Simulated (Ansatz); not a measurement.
Where the default PAW files enter, the runs use the earlier of Ansatz's two default sets.

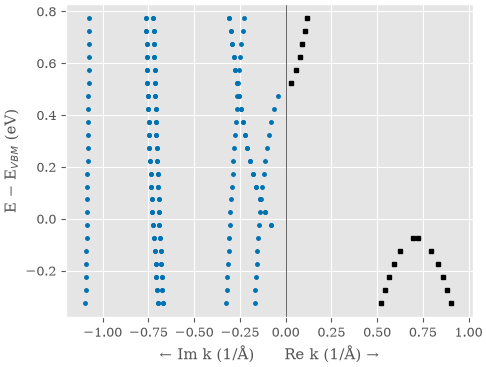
Fig. 1. Complex bands at the centre of the two-dimensional zone; PBEsol (Ansatz, an electronic-structure program)

The gap is the functional's own. No spin-orbit coupling. Mid-gap values are interpolated on the energy grid.

This is AgBr (Fm-3m, rock salt, 2 atoms a cell, 24.2 Å³ an atom, -3 GPa at this level) along the normal of (110). Read off the slowest decay at the centre of the two-dimensional zone at 0.28 eV, the computed energy nearest the middle of the gap.

κ ≈ 0.10 1/Å, a decay length 1/(2κ) of the density of 4.9 Å.
